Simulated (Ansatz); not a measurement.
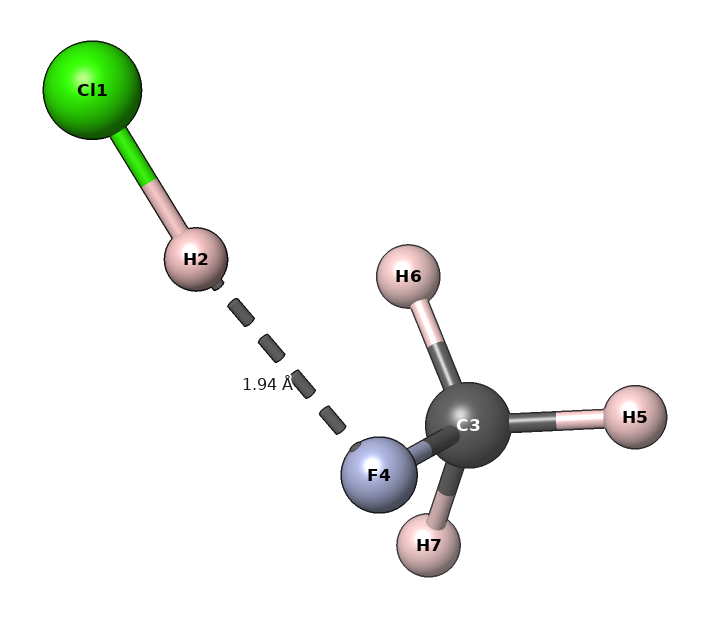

Two molecules or ions; the broken line marks their closest contact (measured against van der Waals radii). Computed geometry: PBE0-D4/def2-TZVP optimisation. Program: Ansatz 0.2.0.

Which two species are they?

Answer. HCl and CH3F (`CF.Cl`).

Give the counterpoise-corrected interaction energy (kcal/mol, monomers kept as in the pair) with CCSD(T)/CBS (MP2 limit from def2-TZVPPD and def2-QZVPPD plus CCSD(T) − MP2); PBE0-D4/def2-TZVPPD; BLYP-D4/def2-TZVPPD; B3LYP-D4/def2-TZVPPD; HSE06 (plane-wave form)-D4/def2-TZVPPD; PBE-D4/def2-TZVPPD.

```
                                                                      level  interaction energy (kcal/mol)
CCSD(T)/CBS (MP2 limit from def2-TZVPPD and def2-QZVPPD plus CCSD(T) − MP2)                           −3.7
                                                        PBE0-D4/def2-TZVPPD                           −3.8
                                                        BLYP-D4/def2-TZVPPD                           −3.5
                                                       B3LYP-D4/def2-TZVPPD                           −3.7
                                     HSE06 (plane-wave form)-D4/def2-TZVPPD                           −3.8
                                                         PBE-D4/def2-TZVPPD                           −3.9
```
